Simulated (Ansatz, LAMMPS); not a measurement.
# Glassy 63SiO2-14B2O3-11Na2O-11CaO (mol %) (111 atoms): a single point, part 2 of 2

Aim: energy, forces, charges and density of states of glassy 63SiO2-14B2O3-11Na2O-11CaO (mol %) (111 atoms) at a fixed geometry.

Ansatz 0.2.0; Kohn-Sham DFT, PBEsol, PAW (set soft_2), plane waves.

The cell: 22 Si, 10 B, 8 Na, 4 Ca and 67 O. The quench rate of 10 K/ps is many orders above laboratory rates. The network of bonds at the start is that of the classical potential that made the cell. Only the Γ point is sampled, in a cell whose shortest periodic width is 11 Å.

So far. Step 3 (Plane-wave single point): Neighbours are counted within 2.08 Å (O-Si), 1.83 Å (O-B), 2.88 Å (O-Na), 3.02 Å (O-Ca).

### 3. Plane-wave single point (continued)

States in the cell by windows of 1 eV, zero at the Fermi level; the larger projections on atomic orbitals stand beside the total:

```
from (eV)  to (eV)  total   O p  Si p
      -14      -13    0.0   0.0   0.0
      -13      -12    1.9   1.3   0.1
      -12      -11    2.4   1.6   0.1
      -11      -10   12.9   8.7   0.6
      -10       -9   18.4  12.8   1.4
       -9       -8   22.7  16.3   2.4
       -8       -7   29.2  21.6   4.3
       -7       -6   28.6  21.2   3.1
       -6       -5   46.2  37.8   2.9
       -5       -4   54.0  47.0   2.4
       -4       -3   59.1  54.0   1.8
       -3       -2   60.6  56.8   1.1
       -2       -1   46.4  44.0   0.7
       -1        0   17.9  17.0   0.2
        0        1    1.5   1.5   0.0
        1        2    0.0   0.0   0.0
        2        3    2.9   0.2   0.0
        3        4    6.5   0.6   0.5
        4        5   27.8   2.3   3.0
```

With fixed occupations the program's Fermi level is the highest filled level; weight inside the gap is the broadening of levels at its edges.

Between -26 and -14 eV lie 206 more states.

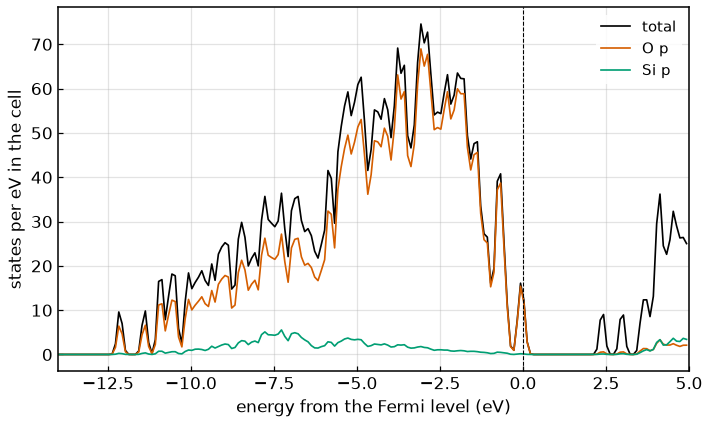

Total and projected density of states, with the broadening of the input.

The levels nearest the highest filled one (over half full), pooled over k-points and spins:

```
level less the highest filled one (eV)  occupation
                                -0.713           2
                                -0.662           2
                                -0.616           2
                                -0.518           2
                                -0.106           2
                                     0           2
                                  2.38           0
                                  2.98           0
                                  3.59           0
                                  3.75           0
                                  3.97           0
                                  4.06           0
```

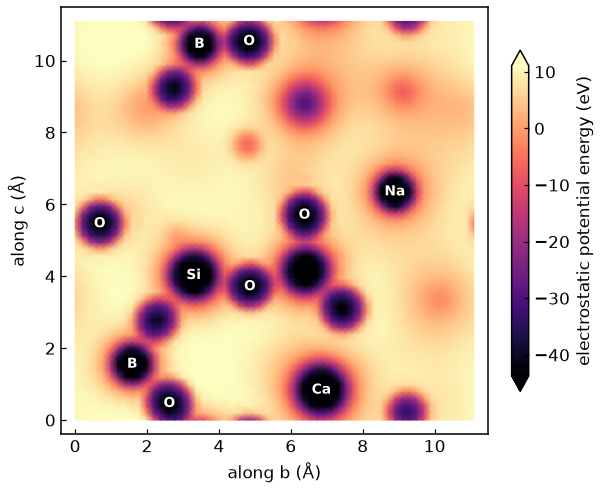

Electrostatic potential energy in the bc plane at fractional x = 0.009, with atoms of Si and B and Na and Ca and O within 0.2 Å of it. With pseudopotentials it is smooth inside the atoms' cores, unlike the true potential.

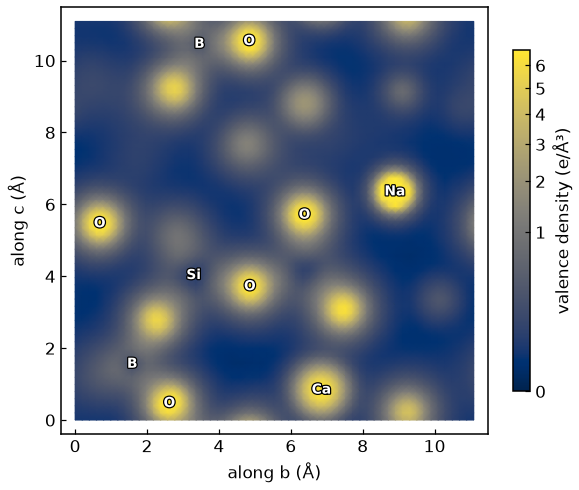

Valence density in the bc plane at fractional x = 0.009, with atoms of Si and B and Na and Ca and O within 0.2 Å of it. It is the smooth field of the valence electrons, not physical close to the nuclei. The colour scale is stretched toward low values.

Mean Löwdin charges: B +0.57, Ca +1.76, Na +0.80, O -0.73, Si +1.69 e (they miss 1.2 % of the electrons, so they add up to more than the cell's charge).

### 4. Distances and neighbours

Bonds and neighbours are counted at the geometry of the runs.

Density 2.61 g/cm³, 12.28 Å³ an atom.

Pair distribution functions g(r), in bins of 0.2 Å:

```
r (Å)  total   O-O   O-Si    O-B  O-Na  O-Ca  Si-Si
 1.30   0.37  0.00   0.00   3.42  0.00  0.00   0.00
 1.50   1.54  0.00   1.78  10.30  0.00  0.00   0.00
 1.70   2.48  0.00  10.37   0.00  0.00  0.00   0.00
 1.90   0.00  0.00   0.00   0.00  0.00  0.00   0.00
 2.10   0.00  0.00   0.00   0.00  0.00  0.00   0.00
 2.30   0.55  0.94   0.00   0.15  1.10  2.21   0.00
 2.50   1.35  2.31   0.00   0.26  2.44  5.21   0.00
 2.70   1.44  3.19   0.10   0.21  1.53  0.81   0.00
 2.90   0.84  0.90   0.30   0.19  0.83  0.48   2.07
 3.10   0.91  0.82   0.57   0.34  0.83  0.40   3.03
 3.30   0.91  0.68   1.05   1.03  0.93  0.19   1.06
 3.50   0.90  0.53   1.22   1.19  0.99  0.65   0.00
 3.70   1.08  0.71   1.38   1.90  0.66  0.90   0.99
 3.90   1.21  0.84   1.69   2.18  0.80  1.32   0.60
 4.10   1.05  0.40   1.81   1.70  1.01  0.84   1.21
 4.30   1.01  0.93   1.30   0.79  0.94  1.19   1.47
 4.50   0.95  1.23   0.64   0.72  1.35  0.61   1.00
 4.70   0.99  1.42   0.60   0.55  1.10  1.17   0.80
 4.90   1.11  1.52   0.75   0.47  1.18  1.35   1.41
 5.10   0.99  1.25   0.66   0.90  0.94  0.94   1.38
 5.30   0.97  1.00   1.02   0.75  0.87  0.93   1.11
```

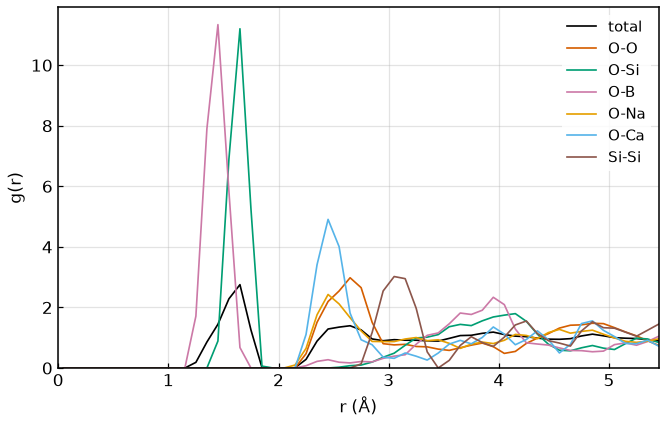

Pair distribution functions, lightly smoothed.

Bonds by pair of elements; cutoffs follow the first minimum of g(r), held within bounds set by covalent radii, and pairs that aren't listed don't count as bonded:

```
pair A-B  cutoff (Å)  bonds  mean length (Å)  spread (Å)  shortest (Å)  B about A  A about B
    O-Si        2.08     88             1.64        0.03          1.57       1.31          4
     O-B        1.83     35             1.44       0.052          1.36      0.522        3.5
    O-Na        2.88     33             2.55       0.144          2.29      0.493       4.12
    O-Ca        3.02     27             2.53       0.162          2.33      0.403       6.75
```

How many atoms have how many bonded neighbours:

```
element  mean   2   3   4  5  6  7  8
      B   3.5   0   5   5  0  0  0  0
     Ca  6.75   0   0   0  0  2  1  1
     Na  4.12   0   2   3  3  0  0  0
      O  2.73  32  23  10  2  0  0  0
     Si     4   0   0  22  0  0  0  0
```

Bond angles (no mean is given where the spread exceeds 20°):

```
  angle  count  mean (°)  spread (°)
 O-Si-O    132       109         6.3
 O-Ca-O     79         -           -
 O-Na-O     54         -           -
  O-B-O     45       113         6.3
Na-O-Si     40       112        19.5
```

Oxygen atoms by the number of network formers (Si, P, Ge, B, Al, As, Ga) bound to them:

```
network formers bound to O  O atoms  per cent
                         0        0         0
                         1       11      16.4
                         2       56      83.6
```

Network units: each former by its oxygen neighbours and how many of them bridge to another former:

```
former  O neighbours  bridging O  atoms
    Si             4           2      2
    Si             4           3      4
    Si             4           4     16
     B             3           2      2
     B             3           3      3
     B             4           3      1
     B             4           4      4
```

Bond length by coordination (bonds to H left out):

```
element  coordination  atoms  mean bond length (Å)
      B             3      5                   1.4
      B             4      5                  1.48
     Ca             6      2                  2.52
     Ca             7      1                  2.45
     Ca             8      1                  2.60
     Na             3      2                   2.6
     Na             4      3                  2.52
     Na             5      3                  2.55
      O             2     32                  1.59
      O             3     23                  1.94
      O             4     10                  2.19
      O             5      2                  2.34
```

Rings of the network by King's shortest-path rule, up to 12 atoms, one path for each pair of neighbours; H, halogens, alkali and alkaline-earth atoms are left out, and the last column divides by all other atoms, bonded or not:

```
ring size (atoms)  rings  per network atom
                6      2              0.02
                8      3              0.03
               10      4              0.04
               12     10             0.101
```

For some of the pairs, g(r) has its first main peak near 2.7 Å (O-O), 1.6 Å (O-Si), 1.4 Å (O-B), 2.5 Å (O-Na), 2.5 Å (O-Ca) and 3.0 Å (Si-Si). Counting bonds as in the table, 50 % of B atoms have 3 and as many 4, 50 % of Ca atoms have 6, 38 % of Na atoms have 4 and as many 5 and 48 % of O atoms have 2 bonded neighbours. The O-Si-O angle averages 109° with a spread of 6°. 84 % of the oxygens bridge two formers (Si and B) and 16 % are non-bridging. The commonest Si unit has 4 oxygens, 4 of them shared with other formers (16 of 22 atoms). Rings of 12 atoms are the most common (53 % of those counted); sizes run from 6 to 12, where the search stops.

A closer look about O111, which has 4 bonded neighbours where the commonest count for O is 2: 14 atoms, nearest first, numbered in the order of the input, with positions taken from that point.

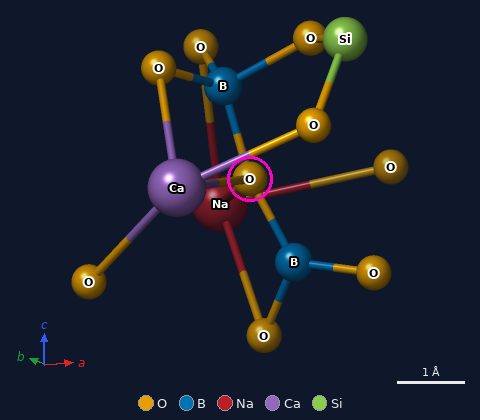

The atoms of the table, within 3.3 Å (arrows a, b, c point along x, y, z); some may hide others; the central atom is ringed.

```
atom      x      y      z  distance (Å)  bonds  Löwdin charge (e)     Fx     Fy  Fz (eV/Å)
O111   0.00   0.00   0.00          0.00      4              -0.46  -0.04   0.08      -2.57
 B23   0.54  -0.46  -1.23          1.42      3               0.59   0.65   1.43       0.43
 B28  -0.30   0.32   1.38          1.45      4               0.51  -0.51  -3.53       1.00
 O83   0.75  -0.58   2.18          2.37      3              -0.72   0.93   0.14       0.22
 O71  -1.57  -0.23   1.80          2.40      3              -0.87  -1.58   0.69      -0.04
 O80   1.39  -1.54  -1.29          2.45      2              -0.56   0.65  -0.46      -0.04
O103  -0.13   1.67   1.79          2.46      4              -0.65   0.18   1.87       0.32
 O65   0.32   0.22  -2.43          2.46      3              -0.57   0.15   0.15       1.02
Na35   0.49   2.43  -0.74          2.58      5               0.84   0.61  -0.14      -0.26
Ca42  -1.95  -1.91   0.23          2.74      7               1.76   0.47  -0.99      -0.08
 O81   2.73   1.12  -0.12          2.95      3              -0.98  -0.58  -0.15       1.71
 O59  -2.66  -0.11  -1.41          3.01      5              -1.02  -0.84   0.11       0.53
Si17   0.67  -2.19   2.38          3.30      4               1.69   0.10  -1.97      -2.08
 O93  -0.20  -3.07   1.24          3.31      3              -0.70   0.18   1.96       0.67
```

The column of bonds counts only the pairs O-Si within 2.08 Å, O-B within 1.83 Å, O-Na within 2.88 Å, O-Ca within 3.02 Å; other neighbours, such as metal atoms beside each other in a compound, aren't counted, and periodic images can show an atom twice.

### 5. Outcome

```
free energy per atom                             : -647.4471 eV/atom
pressure                                         : -3.09 GPa
r.m.s. force component                           : 1.133 eV/Å
gap (highest filled to lowest empty level) : 2.384 eV
wall time of the 1 DFT run                       : 24 s
```

What this shows: The highest filled and lowest empty levels differ by 2.38 eV (at Γ alone); a semilocal functional tends to put such gaps too low. In a disordered cell it changes from sample to sample, and tail or defect levels can set it. Counting bonds as in the table, 50 % of B atoms have 3 and as many 4, 50 % of Ca atoms have 6, 38 % of Na atoms have 4 and as many 5 and 48 % of O atoms have 2 bonded neighbours. 84 % of the oxygens bridge two formers (Si and B) and 16 % are non-bridging.

What to keep in mind: The force components of 1.1 eV/Å r.m.s. reflect the temperature of the frame as well as the gap between the generating potential and DFT. The stress is far from hydrostatic: its diagonal is -1.7, -5.2, -2.3 GPa, compression counted positive. The pressure of -3.1 GPa is that of one thermal frame, in which the classical model's bond lengths enter as well as the volume, without the kinetic term.

[Logs are printed without paths, hosts, clocks, repeated set-up lines and the standing remarks that a program may print on its own settings, such as how far it seeks lower states.]

[Hosts, paths, dates, database ids (printed as entryN), source tags and the programs' standing remarks are cut or masked in the printed files.]
